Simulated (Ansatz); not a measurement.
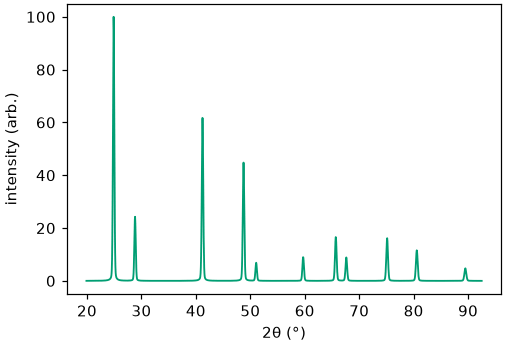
Figure. Simulated powder pattern, Cu Kα, λ = 1.54184 Å

The pattern belongs to a structure relaxed with plane-wave PAW r²SCAN (Ansatz code).

**Question.** Which compound is it?
(A) Li2O, anti-fluorite
(B) BaF2, fluorite
(C) BaZrO3, cubic perovskite
(D) MgH2, rutile

**Answer.** B, BaF2, fluorite

Space group Fm-3m (fluorite). The r²SCAN relaxation kept the symmetry of its start. Spin–orbit coupling is left out wherever it is not named.

Potentials: the later of the program's two PAW sets.
